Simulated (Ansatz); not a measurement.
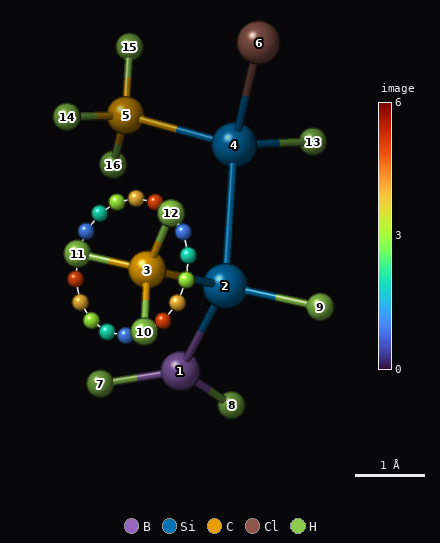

A nudged-elastic-band calculation for C₂H₁₀BClSi₂. Images are numbered from 0 (start) to 6 (end). The start is drawn whole; smaller spheres mark the moving atoms (H) in the later images, joined by lines and coloured by the number of the image. A ball-and-stick model, seen from a free direction.

The calculation used RKS B3LYP-D4/6-31G* in Ansatz.

The input:
```yaml
crystal:
  periodic: [false, false, false]
  atoms:
    - { symbol: B, position_ang: [-1.811938, -1.258869, 0.641464] }
    - { symbol: Si, position_ang: [-0.427799, -0.941716, -0.768936] }
    - { symbol: C, position_ang: [1.246964, -1.793522, -0.502773] }
    - { symbol: Si, position_ang: [-0.08035, 1.392951, -0.625721] }
    - { symbol: C, position_ang: [0.273768, 1.977034, 1.129397] }
    - { symbol: Cl, position_ang: [1.597124, 1.855641, -1.812736] }
    - { symbol: H, position_ang: [-1.500491, -1.522374, 1.766804] }
    - { symbol: H, position_ang: [-2.975514, -1.085566, 0.424951] }
    - { symbol: H, position_ang: [-0.928321, -1.197058, -2.151933] }
    - { symbol: H, position_ang: [1.162495, -2.878229, -0.630368] }
    - { symbol: H, position_ang: [1.621364, -1.601936, 0.508938] }
    - { symbol: H, position_ang: [1.989546, -1.422315, -1.216623] }
    - { symbol: H, position_ang: [-1.214651, 2.168845, -1.197783] }
    - { symbol: H, position_ang: [1.111484, 1.423881, 1.567015] }
    - { symbol: H, position_ang: [0.521041, 3.043676, 1.148625] }
    - { symbol: H, position_ang: [-0.607521, 1.817058, 1.763779] }
basis:
  gaussian: { orbitals: "6-31G*" }
hamiltonian:
  xc: b3lyp
  dispersion: d4
neb:
  order_check: false
  images: 5
  f_tol: 0.05
  max_iterations: 39
  initial_path: idpp
  final_atoms:
    - { symbol: B, position_ang: [-1.82105911, -1.2778047, 0.56177948] }
    - { symbol: Si, position_ang: [-0.40936171, -0.91614092, -0.80893115] }
    - { symbol: C, position_ang: [1.25977637, -1.77726497, -0.53701356] }
    - { symbol: Si, position_ang: [-0.06541688, 1.41253907, -0.5805233] }
    - { symbol: C, position_ang: [0.24097547, 1.94014386, 1.20088766] }
    - { symbol: Cl, position_ang: [1.64325525, 1.91108588, -1.70666419] }
    - { symbol: H, position_ang: [-1.53113846, -1.5793149, 1.68329837] }
    - { symbol: H, position_ang: [-2.9799855, -1.09757392, 0.32786107] }
    - { symbol: H, position_ang: [-0.88066261, -1.1239282, -2.21005968] }
    - { symbol: H, position_ang: [1.61248155, -1.62265023, 0.48864323] }
    - { symbol: H, position_ang: [2.01705708, -1.38114696, -1.22127168] }
    - { symbol: H, position_ang: [1.17827258, -2.85661668, -0.70568363] }
    - { symbol: H, position_ang: [-1.18357998, 2.20739699, -1.15808329] }
    - { symbol: H, position_ang: [1.06511792, 1.37113235, 1.64370468] }
    - { symbol: H, position_ang: [0.48924861, 3.00506712, 1.26083313] }
    - { symbol: H, position_ang: [-0.65777958, 1.76257721, 1.80532287] }
```

Run as
```bash
ansatz run input.yaml --threads 2 --pin off --max-ram 3072MiB --backend cpu --events-out ev --progress --plain --runs-dir out
```

**Describe the path and its energy.**

The motion is a rotation about the Si2–C3 bond by about 120°. No bond forms or breaks between the ends. The barrier is about 5.61 kJ/mol in both directions, with image 3 at the top; the ends have the same energy. The band converged in 4 iterations, with a climbing image at the top. At the top, the vibrational analysis gives one imaginary mode (152i cm⁻¹), as a transition state must have.

The run took 2.7 min on 2 threads of Intel(R) Xeon(R) Platinum 8259CL CPU @ 2.50GHz (Skylake/Cascade Lake) (shared host), peak memory 0.35 GiB.
